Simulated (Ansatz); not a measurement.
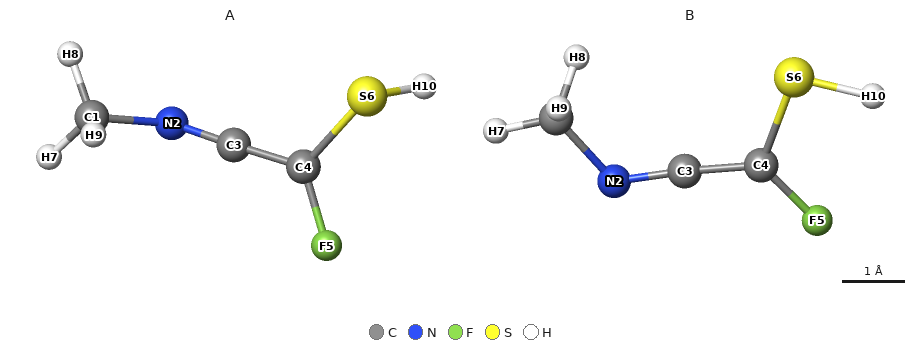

Two geometries of C3H4FNS, drawn at one scale. One is the start of a relaxation, the other its converged end. Style: ball-and-stick. Shown at a tilt.

Level of theory: Ansatz, RHF/def2-SVP. (no spin polarisation; force threshold 0.015 eV/Å; at most 40 steps)

Q: Which geometry has the lower energy?

A: Structure A is the relaxed one. The run prepares an end point of a later path (torsion) calculation, from a guessed geometry. The largest move after the best rigid fit is that of N2, 1.01 Å. Largest moves by element: N 1.01 Å, F 0.93 Å, H 0.81 Å, S 0.66 Å, C 0.45 Å. Among the contacts that change: C1–H7 1.046 → 1.088 Å, C1–H8 1.124 → 1.088 Å, C1–N2 1.475 → 1.449 Å, S6–H10 1.313 → 1.338 Å. Bond angles that change, for instance: C1–N2–C3 116.7° → 124.7°, H8–C1–H9 103.9° → 109.6°, N2–C3–C4 173.8° → 177.4°. Groups turn about C4–S6 by about 80°, C1–N2 by about 60°. After 17 accepted moves (18 points after the start) the energy has fallen by 53.1 kcal/mol. Largest force component: 2.3 eV/Å at the start, 0.0059 eV/Å at the end. The line search rejected the trial step at point 9 of the run. The run took 24 s on 2 threads of Intel(R) Xeon(R) Platinum 8488C (Sapphire Rapids), on a shared host, peak memory 0.24 GiB.

Limits of the set-up: Hartree-Fock leaves out electron correlation.
